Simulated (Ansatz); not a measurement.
# What MgSiS3 (model cell, started as cubic perovskite with Si in the octahedra) distorts into, part 2 of 3

Aim: this structure of MgSiS3 (model cell, started as cubic perovskite with Si in the octahedra) is to be tested for unstable modes, and one is followed downhill.

Ansatz 0.2.0; DFT LDA, scalar-relativistic, plane waves, PAW; PAW set soft_1.

So far, highest frequency on the path or at a solved wavevector (cm⁻¹): step 2 (the dispersion) 432. Also lowest frequency on the path (cm⁻¹): step 2 -264.

The structure was built from a prototype and need not be the compound's stable phase.

### 3. The mode frozen in, largest atomic shift 0 Å

The mode followed lies at q = (-0.5, -0.5, -0.5) with frequency 237.6i cm⁻¹ and is 3-fold degenerate, one of the unstable modes though not the softest. At small amplitude the distorted cell has space group no. 167 by a symmetry search on the positions. The undistorted cell that holds it gives the zero of energy on the same k mesh.

System of this step: MgSiS3 (model cell, started as cubic perovskite with Si in the octahedra). Symmetry: Pm-3m, No. 221, cubic system. The conventional cell has a = 4.469 Å, b = 4.469 Å, c = 4.469 Å, α = 90.00°, β = 90.00°, γ = 90.00°. Mg has 12 S at 3.16 Å nearest. Nearest to Si lie 6 S at 2.23 Å. Nearest to S lie 2 Si at 2.23 Å and 4 Mg at 3.16 Å. Farther neighbours and most contacts between anions are not listed.

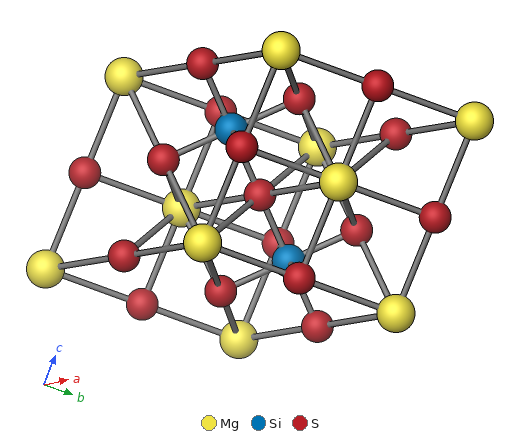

The cell of this step (magnesium yellow, silicon blue, sulfur red). Some periodic images of atoms are drawn too.

input.yaml reads:

```yaml
crystal:
  lattice:
    - [4.4685187904, 4.4685187904, 0.0]
    - [4.4685187904, 0.0, 4.4685187904]
    - [4.4685187904, 0.0, -4.4685187904]
  atoms:
    - { symbol: Mg, position: [0.0, 0.0, 0.0] }
    - { symbol: Mg, position: [0.0, 0.5, 0.5] }
    - { symbol: Si, position: [0.5, 0.25, 0.75] }
    - { symbol: Si, position: [0.5, 0.75, 0.25] }
    - { symbol: S, position: [0.5, 0.0, 0.0] }
    - { symbol: S, position: [0.5, 0.5, 0.5] }
    - { symbol: S, position: [0.0, 0.5, 0.0] }
    - { symbol: S, position: [0.0, 0.0, 0.5] }
    - { symbol: S, position: [0.5, 0.0, 0.5] }
    - { symbol: S, position: [0.5, 0.5, 0.0] }
kpoints:
  mp_grid: { grid: [8, 8, 8] }
hamiltonian:
  xc: lda
  pseudopotentials: { kind: paw, azcp: { folder: soft_1 }, xc_functional: pbe }
scf:
  occupations: { method: methfessel_paxton, width: 0.2 }
output:
  forces: true
  stress: true
  eigenvalues: true
```

Launch:

```console
ansatz run input.yaml --threads 4 --pin off --max-ram 16384MiB --backend cpu --events-out ev --progress --plain --runs-dir out
```

Numbers of over 12 decimals in the logs are rounded to 6 here.

Output:

```text
[...]
Crystal: 10 atoms, lattice volume = 178.452 Å³
Basis set: ecut = 420 eV, 3479 PW (Γ)
Bands: 42, of which v1, the nominal top of the filled ones, is band 32 counted from 1 (31 counted from 0)
Symmetry: 96 space group operations
[...]
k-points: 29 of 512
[...]
k-point 0: bands = [... 28 lower, 6.1165, 6.1165, 6.6338, 7.8758, 7.8758, 7.8758, 8.4776, 9.8517, ... 6 higher]
  k-point 1: bands = [... 28 lower, 6.1382, 6.1382, 6.8421, 7.6787, 7.6787, 7.7775, 8.8853, 9.6119, ... 6 higher]
  k-point 2: bands = [... 28 lower, 6.2581, 6.2581, 7.3372, 7.3372, 7.4139, 7.5166, 8.9666, 9.5266, ... 6 higher]
  k-point 28: bands = [... 28 lower, 5.5810, 5.5810, 6.7444, 6.7444, 8.7371, 8.7371, 9.1250, 9.1250, ... 6 higher]
[key lines of the parts left out:]
SCF converged after 8 iterations
Free energy (F): -10240.509408 eV
Fermi energy:    7.222673 eV
P = ⅓ Tr σ = 0.1070 GPa (1.070 kbar)
```

Elapsed: 3.4 s, on 4 threads of Arm Neoverse V1, shared host; peak memory 0.54 GiB.

Numbers from this step:

- pressure: 0.1070 GPa
- energy from the undistorted cell: 0 meV/atom

The run ends at a pressure of 0.11 GPa.

### 4. The mode frozen in, largest atomic shift 0.6 Å

The atoms are moved along the unstable eigenvector, the largest shift by 0.6 Å, with the cell fixed.

input.yaml, the sections that differ from step 3:

```yaml
crystal:
  lattice:
    - [4.4685187904, 4.4685187904, 0.0]
    - [4.4685187904, 0.0, 4.4685187904]
    - [4.4685187904, 0.0, -4.4685187904]
  atoms:
    - { symbol: Mg, position: [0.0, 0.0, 0.0] }
    - { symbol: Mg, position: [0.0, 0.5, 0.5] }
    - { symbol: Si, position: [0.5, 0.25, 0.75] }
    - { symbol: Si, position: [0.5, 0.75, 0.25] }
    - { symbol: S, position: [0.4050548764, 0.0, 0.0] }
    - { symbol: S, position: [0.5949451236, 0.5, 0.5] }
    - { symbol: S, position: [0.0, 0.5949451236, 0.0] }
    - { symbol: S, position: [0.0, -0.0949451236, 0.5] }
    - { symbol: S, position: [0.4050548764, 0.0949451236, 0.5] }
    - { symbol: S, position: [0.5949451236, 0.4050548764, 0.0] }
# kpoints, hamiltonian, scf, output: as in step 3
```

Output:

```text
[...]
Crystal: 10 atoms, lattice volume = 178.452 Å³
Basis set: ecut = 420 eV, 3479 PW (Γ)
Bands: 42, of which v1, the nominal top of the filled ones, is band 32 counted from 1 (31 counted from 0)
Symmetry: 12 space group operations
[...]
k-points: 65 of 512
[...]
k-point 0: bands = [... 28 lower, 6.1980, 6.6504, 6.6504, 6.6934, 7.4727, 8.8547, 9.7616, 9.9698, ... 5 higher]
  k-point 1: bands = [... 28 lower, 6.1495, 6.1495, 6.6343, 6.6343, 7.8272, 8.8598, 9.8321, 10.0788, ... 5 higher]
  k-point 2: bands = [... 28 lower, 6.1217, 6.1217, 6.4303, 6.4303, 7.9278, 8.7452, 10.1374, 10.5502, ... 5 higher]
  k-point 64: bands = [... 28 lower, 5.3350, 5.6924, 6.1407, 6.2296, 8.1474, 8.5724, 9.7629, 10.1844, ... 5 higher]
[key lines of the parts left out:]
SCF converged after 7 iterations
Free energy (F): -10244.494546 eV
Fermi energy:    7.153022 eV
P = ⅓ Tr σ = -5.0949 GPa (-50.949 kbar)
```

Wall time 7 s (4 threads); peak memory 0.67 GiB.

This step gave:

- pressure: -5.095 GPa
- gap on the k-mesh: 0.6666 eV
- energy from the undistorted cell: -398.5 meV/atom

The energy, extrapolated to zero smearing, is -398.53 meV/atom against the undistorted cell.

The run ends at a pressure of -5.09 GPa, with forces up to 0.80 eV/Å.

### 5. Energy along the mode, all amplitudes (two of the runs are shown above)

An imaginary frequency means negative curvature, so the energy should fall and then rise again as anharmonic terms take over.

Numbers from this step:

```yaml
depth_at_the_lowest_point_sampled: 398.5 meV/atom
largest_atomic_shift_at_that_point: 0.6 Å
```

The energy from the parent by largest atomic shift:

| largest atomic shift (Å) | energy from the parent (meV/atom) |
| --- | --- |
| 0.000 | 0 |
| 0.040 | -3.10 |
| 0.080 | -12.3 |
| 0.140 | -36.9 |
| 0.220 | -89.3 |
| 0.320 | -175 |
| 0.450 | -294 |
| 0.600 | -399 |

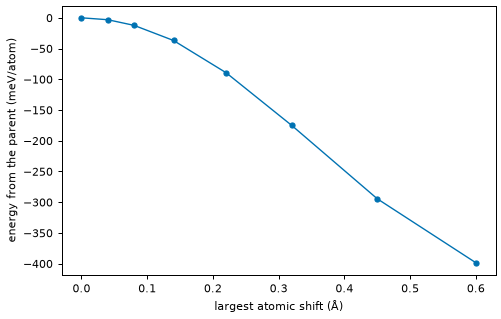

Energy from the parent against largest atomic shift.

Displacement at unit largest shift by atom:

```csv
atom,x (Å),y (Å),z (Å),size
Mg1,0.000,0.000,0.000,0.000
Mg2,0.000,0.000,0.000,0.000
Si3,0.000,0.000,0.000,0.000
Si4,0.000,0.000,0.000,0.000
S5,-0.707,-0.707,0.000,1.000
S6,0.707,0.707,0.000,1.000
S7,0.707,0.000,0.707,1.000
S8,-0.707,0.000,-0.707,1.000
S9,0.000,-0.707,0.707,1.000
S10,0.000,0.707,-0.707,1.000
```

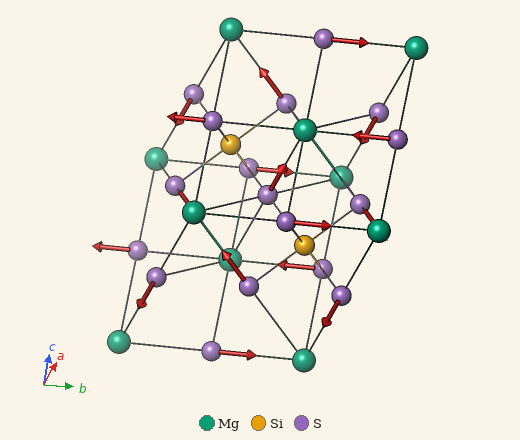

Displacement at unit largest shift as arrows, the longest 1.000 Å. Some periodic images of atoms are drawn too.

The lowest of the steps tried is the last one, at 0.6 Å, 399 meV/atom below the parent; the bottom of the well need not coincide with a step.

### 6. Relaxing from the distorted cell

Starting from the lowest point found, all atoms and the cell are let go, so that strain and other modes of the same symmetry can join in.

input.yaml, as its differences from that of step 4:

```diff
@@ -27 +27,10 @@
   eigenvalues: true
+  write_density: true
+  write_potential: true
+  elf: true
+  volumetric_format: npy
+relax:
+  adjacent_minimum: "off"
+  f_tol: 0.002
+  max_steps: 120
+  cell: { stress_tol: 0.03 }
```

Output:

```text
[...]
Crystal: 10 atoms, lattice volume = 178.452 Å³
Basis set: ecut = 420 eV, 3479 PW (Γ)
Bands: 42, of which v1, the nominal top of the filled ones, is band 32 counted from 1 (31 counted from 0)
Symmetry: 12 space group operations
[...]
k-points: 65 of 512
[...]
SCF iter   1: F=—  HF=-10245.276033 eV  |F-HF|=—  |Δ(HF+E_count)|=         —  Δρ=4.02e-2  dr2=2.79e0  ethr=3.10e-3  ⟨swp⟩=10.3  Hψ=15468  notcnv=0
[...]
SCF iter   7: F=-10244.494546 eV  HF=-10244.494546 eV  |F-HF|=1.90e-8  |Δ(HF+E_count)|=   2.80e-7  S|Δr|=    0.00e0  Δρ=5.81e-6  dr2=3.87e-8  ethr=1.56e-10  ⟨swp⟩=21.0  Hψ=28613  notcnv=0
[...]
SCF 1 converged in 7 iterations: F = -10244.494546 eV  dr2 = 3.87e-8
[...]
relax step   1: F+E_penalty+E_count = -10244.49454603 eV  Δ(F+E_penalty+E_count) = +0.000e0 eV  max|allowed force component| = 5.636e-1 eV/Å  Δτ_max = 0.0000 Å  P = -5.095 GPa  Ω = 178.452 Å³  (7 SCF iters, dr2 threshold 1.00e-7 eV, accepted)
Crystal: 10 atoms, lattice volume = 167.619 Å³
Basis set: ecut = 420 eV, 3287 PW (Γ)
[...]
SCF iter   6: F=-10244.924618 eV  HF=-10244.924619 eV  |F-HF|=6.47e-7  |Δ(HF+E_count)|=   1.58e-6  S|Δr|=    0.00e0  Δρ=2.18e-5  dr2=8.56e-7  ethr=1.56e-9  ⟨swp⟩=17.3  Hψ=28383  notcnv=0
SCF 2 converged in 6 iterations: F = -10244.924618 eV  dr2 = 8.56e-7
relax step   2: F+E_penalty+E_count = -10244.92461827 eV  Δ(F+E_penalty+E_count) = -4.301e-1 eV  max|allowed force component| = 2.060e-3 eV/Å  Δτ_max = 0.1173 Å  P = -0.480 GPa  Ω = 167.619 Å³  energy of the carried Pulay correction = +2.290e-3 eV  (6 SCF iters, dr2 threshold 1.00e-6 eV, accepted)
Crystal: 10 atoms, lattice volume = 168.021 Å³
[...]
SCF iter   5: F=-10244.966862 eV  HF=-10244.966862 eV  |F-HF|=1.05e-8  |Δ(HF+E_count)|=   2.34e-7  S|Δr|=    0.00e0  Δρ=5.96e-6  dr2=4.59e-8  ethr=1.56e-9  ⟨swp⟩=15.9  Hψ=23459  notcnv=0
SCF 3 converged in 5 iterations: F = -10244.966862 eV  dr2 = 4.59e-8
relax step   3: F+E_penalty+E_count = -10244.96686192 eV  Δ(F+E_penalty+E_count) = -4.224e-2 eV  max|allowed force component| = 2.458e-2 eV/Å  Δτ_max = 0.0028 Å  P = -0.256 GPa  Ω = 168.021 Å³  energy of the carried Pulay correction = +2.202e-3 eV  (5 SCF iters, dr2 threshold 1.00e-6 eV, accepted)
[...]
relax step   4: F+E_penalty+E_count = -10244.96774344 eV  Δ(F+E_penalty+E_count) = -8.815e-4 eV  max|allowed force component| = 3.137e-3 eV/Å  Δτ_max = 0.0038 Å  P = -0.110 GPa  Ω = 167.810 Å³  energy of the carried Pulay correction = +2.248e-3 eV  (3 SCF iters, dr2 threshold 2.60e-7 eV, accepted)
[...]
relax step   5: F+E_penalty+E_count = -10244.96786490 eV  Δ(F+E_penalty+E_count) = -1.215e-4 eV  max|allowed force component| = 7.332e-4 eV/Å  Δτ_max = 0.0004 Å  P = +0.008 GPa  Ω = 167.598 Å³  energy of the carried Pulay correction = +2.294e-3 eV  (4 SCF iters, dr2 threshold 3.37e-8 eV, accepted)
[...]
SCF iter   5: F=-10244.965737 eV  HF=-10244.965737 eV  |F-HF|=9.09e-12  |Δ(HF+E_count)|=  7.09e-11  S|Δr|=    0.00e0  Δρ=1.04e-7  dr2=1.68e-11  ethr=1.00e-12  ⟨swp⟩=11.8  Hψ=16591  notcnv=0
SCF 6 converged in 5 iterations: F = -10244.965737 eV  dr2 = 1.68e-11
relax step   6: F+E_penalty+E_count = -10244.96573673 eV  Δ(F+E_penalty+E_count) = +2.128e-3 eV  max|allowed force component| = 6.865e-4 eV/Å  Δτ_max = 0.0000 Å  P = +0.005 GPa  Ω = 167.598 Å³  stress off target by 7.19e-3 GPa  SCF on the basis re-selected at this cell (its energy is not comparable with the rows above)  (5 SCF iters)
basis re-selected at this cell: Δ(F+E_penalty+E_count) = +2.128e-3 eV, ΔP = -0.003 GPa vs the last step (what re-selecting the basis moved, of the pressure what is left beyond the Pulay correction that the steps carried, after the strain that the cell walked since its last selection, with what the two solves' SCF thresholds leave and, on support functions, any second-order correction that the steps lacked; it is no m [...]
SCF converged after 5 iterations
[...]
Free energy (F): -10244.965737 eV
[...]
Internal energy: -10244.966002 eV  (E = F + TS)
E sigma→0 (E₀):  -10244.965803 eV
Entropy (-TS):   0.000265 eV (0.027 meV/atom)
Fermi energy:    8.090254 eV
[...]
--- Forces (eV/Å), atoms counted from 1 ---
  atom   1  Mg    -0.00000000     0.00000000    -0.00000000
  atom   2  Mg     0.00000000     0.00000000     0.00000000
  atom   3  Si     0.00000000     0.00000000     0.00000000
  atom   4  Si    -0.00000000     0.00000000     0.00000000
  atom   5  S      0.00068651     0.00068651     0.00000000
  atom   6  S     -0.00068651    -0.00068651    -0.00000000
  atom   7  S     -0.00068651    -0.00000000    -0.00068651
  atom   8  S      0.00068651     0.00000000     0.00068651
  atom   9  S     -0.00000000     0.00068651    -0.00068651
  atom  10  S      0.00000000    -0.00068651     0.00068651
  max |Σ_I F_I| component: 7.26e-18 eV/Å
--- Stress (GPa, compression-positive) ---
        0.004670       0.002523       0.002523
        0.002523       0.004670      -0.002523
        0.002523      -0.002523       0.004670
  P = ⅓ Tr σ = 0.0047 GPa (0.047 kbar)
--- Band table (eV; the first three rows and the last of 65) ---
  k-point 0: bands = [... 28 lower, 7.0123, 7.1218, 7.1218, 7.7578, 8.5581, 9.9675, 11.0620, 11.0620, ... 6 higher]
  k-point 1: bands = [... 28 lower, 6.8121, 7.0750, 7.2883, 7.2883, 8.8658, 9.9355, 11.0666, 11.0666, ... 6 higher]
  k-point 2: bands = [... 28 lower, 6.7258, 6.7258, 7.0962, 7.0962, 8.8498, 9.7251, 11.2878, 11.3982, ... 6 higher]
  k-point 64: bands = [... 28 lower, 6.0658, 6.3253, 6.7431, 6.9926, 8.9658, 9.4346, 10.7125, 11.1601, ... 6 higher]
--- Relaxed structure (5 steps of the walk, 5 accepted, 1 SCFs on fresh bases) ---
  F+E_penalty+E_count = -10244.96573673 eV   max|allowed force component| = 6.865e-4 eV/Å   (the final SCF, on the basis selected at the relaxed cell)
  cell:  # Å, volume = 167.5982 Å³
    - [4.387243, 4.387243, 2.42861286636753e-17]
    - [4.387243, 0.0, 4.387243]
    - [4.364865, 0.022378, -4.364865]
  atoms:
    - { symbol: Mg, position: [-3.1056796354149844e-19, 1.5649713787833313e-19, 1.2616823518873444e-19] }
    - { symbol: Mg, position: [-4.734914175151539e-19, 0.5, 0.500000] }
    - { symbol: Si, position: [0.5, 0.250000, 0.750000] }
    - { symbol: Si, position: [0.500000, 0.750000, 0.250000] }
    - { symbol: S, position: [0.387604, 1.6435593579129314e-18, -1.6604987634287428e-18] }
    - { symbol: S, position: [0.612396, 0.5, 0.500000] }
    - { symbol: S, position: [-1.0842021724855044e-18, 0.612396, 0.0] }
    - { symbol: S, position: [0.0, -0.112396, 0.500000] }
    - { symbol: S, position: [0.387604, 0.112396, 0.5] }
    - { symbol: S, position: [0.612396, 0.387604, -1.1102230246251565e-16] }
```

Elapsed: 46 s, on 4 threads; peak memory 0.71 GiB.

The steps of the relaxation:

| step | energy less that of the first step (eV) | largest force component (eV/Å) | pressure (GPa) | volume (Å³) |
| --- | --- | --- | --- | --- |
| 1 | 0.0000 | 0.5636 | -5.09 | 178.45 |
| 2 | -0.4301 | 0.0021 | -0.48 | 167.62 |
| 3 | -0.4723 | 0.0246 | -0.26 | 168.02 |
| 4 | -0.4732 | 0.0031 | -0.11 | 167.81 |
| 5 | -0.4733 | 0.0007 | 0.01 | 167.60 |
| 6* | -0.4712 | 0.0007 | 0.00 | 167.60 |

Relaxation steps marked * repeat the geometry before them on a plane-wave basis chosen anew for their cell, so energy and pressure can jump there.

The run keeps the 12 symmetry operations that it works with, so distortions that break them were not tested.

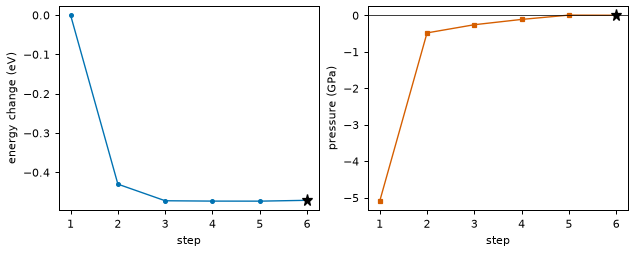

Energy and pressure along the relaxation. Stars mark steps on a basis chosen anew.

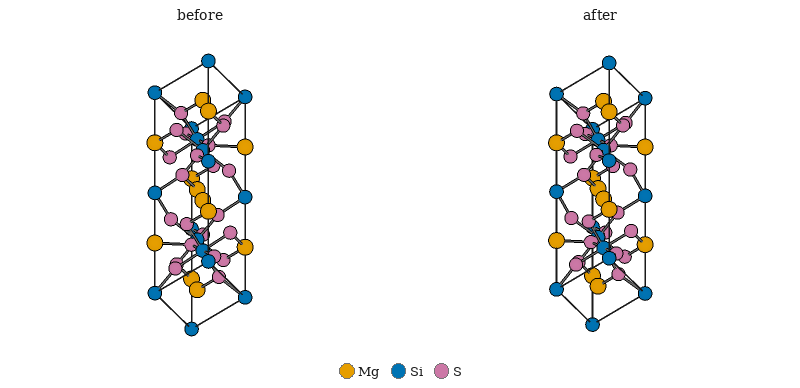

The structure before and after the relaxation, drawn at the same scale. Bonds to atoms that aren't drawn are left out.

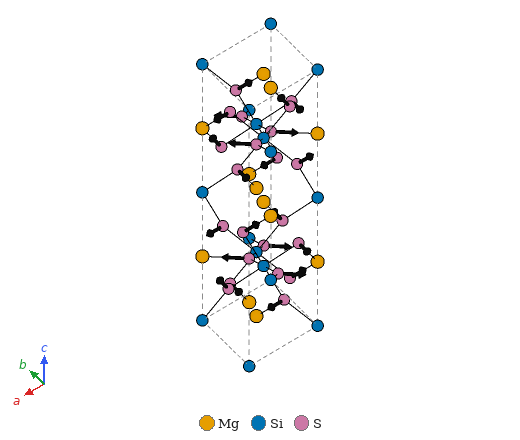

Displacements in the relaxation, exaggerated, measured against the changing cell; the longest in the cell stands for 0.11 Å. Bonds to atoms that aren't drawn are left out. Some periodic images of atoms are drawn too.

```
conventional cell, symmetrised  before   after  change
                         a (Å)   6.319   6.204  -1.8 %
                         b (Å)   6.319   6.204  -1.8 %
                         c (Å)  15.479  15.082  -2.6 %
              volume (Å³/atom)   17.85   16.76  -6.1 %
```

The atoms that moved most (Å, as changes of fractional coordinates times the final cell):

```csv
atom,dx,dy,dz,length
S7,0.077,0.000,0.077,0.108
S6,0.077,0.077,0.000,0.108
S10,0.000,0.077,-0.077,0.108
S8,-0.077,0.000,-0.077,0.108
S5,-0.077,-0.077,0.000,0.108
S9,0.000,-0.077,0.077,0.108
```

This step gave:

```
pressure          : 0.004670 GPa
volume per atom   : 16.76 Å³
gap on the k-mesh : 0.7722 eV
```

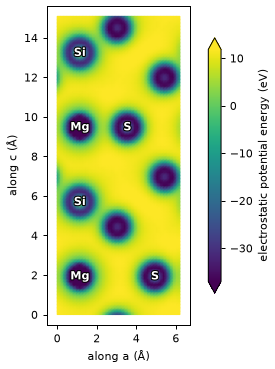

Electrostatic potential energy in the ac plane of the conventional cell at fractional y = 0.000, with atoms of Mg and Si and S within 0.2 Å of it. With pseudopotentials it is smooth inside the atoms' cores, unlike the true potential. The map starts off the cell's origin, so that atoms lie inside it.

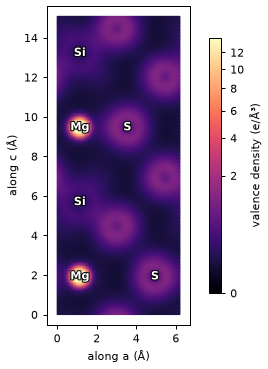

Valence density in the ac plane of the conventional cell at fractional y = 0.000, with atoms of Mg and Si and S within 0.2 Å of it. It is the smooth field of the valence electrons, not physical close to the nuclei. The map starts off the cell's origin, so that atoms lie inside it. The colour scale is stretched toward low values.

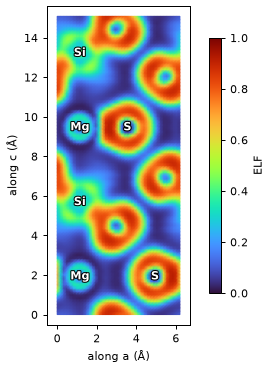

ELF in the ac plane of the conventional cell at fractional y = 0.000, with atoms of Mg and Si and S within 0.2 Å of it. It is the smooth field of the valence electrons, not physical close to the nuclei. The map starts off the cell's origin, so that atoms lie inside it.

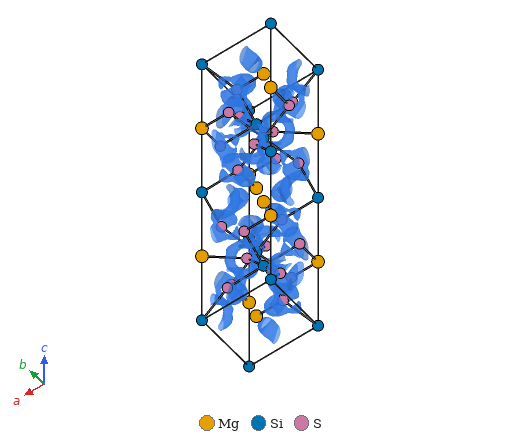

Surface of ELF = 0.84. Bonds to atoms that aren't drawn are left out.

The distorted start has space group R-3c; the relaxation ends in R-3c.

### 7. The new phase in its own primitive cell

The relaxed structure is symmetrised, reduced to its primitive cell and relaxed tightly, as its phonons need.

input.yaml reads:

```yaml
crystal:
  lattice:
    - [3.1022492253, 1.7910844253, 5.0271919361]
    - [-3.1022492253, 1.7910844253, 5.0271919361]
    - [0.0, -3.5821688507, 5.0271919361]
  atoms:
    - { symbol: Mg, position: [0.75, 0.75, 0.75] }
    - { symbol: Mg, position: [0.25, 0.25, 0.25] }
    - { symbol: Si, position: [0.5, 0.5, 0.5] }
    - { symbol: Si, position: [0.0, 0.0, 0.0] }
    - { symbol: S, position: [0.1376040277, 0.75, 0.3623959723] }
    - { symbol: S, position: [0.8623959723, 0.25, 0.6376040277] }
    - { symbol: S, position: [0.3623959723, 0.1376040277, 0.75] }
    - { symbol: S, position: [0.6376040277, 0.8623959723, 0.25] }
    - { symbol: S, position: [0.25, 0.6376040277, 0.8623959723] }
    - { symbol: S, position: [0.75, 0.3623959723, 0.1376040277] }
kpoints:
  mp_grid: { grid: [6, 6, 6] }
hamiltonian:
  xc: lda
  pseudopotentials: { kind: paw, azcp: { folder: soft_1 }, xc_functional: pbe }
scf:
  occupations: { method: fixed }
output:
  forces: true
  stress: true
  eigenvalues: true
relax:
  adjacent_minimum: "off"
  f_tol: 0.001
  max_steps: 60
  cell: { stress_tol: 0.01 }
```

Output:

```text
[...]
Crystal: 10 atoms, lattice volume = 167.598 Å³
Basis set: ecut = 420 eV, 3287 PW (Γ)
Bands: 42, of which v1, the nominal top of the filled ones, is band 32 counted from 1 (31 counted from 0)
Symmetry: 12 space group operations
[...]
k-points: 32 of 216
[...]
- { symbol: Si, position: [0.5, 0.5, 0.500000] }
    - { symbol: Si, position: [0, 0, 0] }
    - { symbol: S, position: [0.137616, 0.750000, 0.362384] }
    - { symbol: S, position: [0.862384, 0.250000, 0.637616] }
    - { symbol: S, position: [0.362384, 0.137616, 0.750000] }
    - { symbol: S, position: [0.637616, 0.862384, 0.25] }
    - { symbol: S, position: [0.250000, 0.637616, 0.862384] }
    - { symbol: S, position: [0.750000, 0.362384, 0.137616] }
[key lines of the parts left out:]
SCF converged after 5 iterations
Free energy (F): -10244.965644 eV
Fermi energy:    7.757289 eV
P = ⅓ Tr σ = 0.0011 GPa (0.011 kbar)
```

Wall time 11 s (4 threads); peak memory 0.56 GiB; 41 s of CPU time.

Little changed from the start: no atom moved by 0.005 Å and no cell edge by 0.1 %.

This step gave:

```
pressure           : 0.001072 GPa
gap on the k-mesh  : 0.8005 eV
direct gap on mesh : 0.8005 eV
```

The largest force component left is 0.33 meV/Å and the pressure is 0.001 GPa, within the tolerances set. The cell now holds 16.76 Å³/atom.

[end of part 2 of 3]

[Logs are printed without paths, hosts, clocks, repeated set-up lines and the standing remarks that a program may print on its own settings, such as how far it seeks lower states.]

[Hosts, paths, dates, database ids (printed as entryN), source tags and the programs' standing remarks are cut or masked in the printed files.]
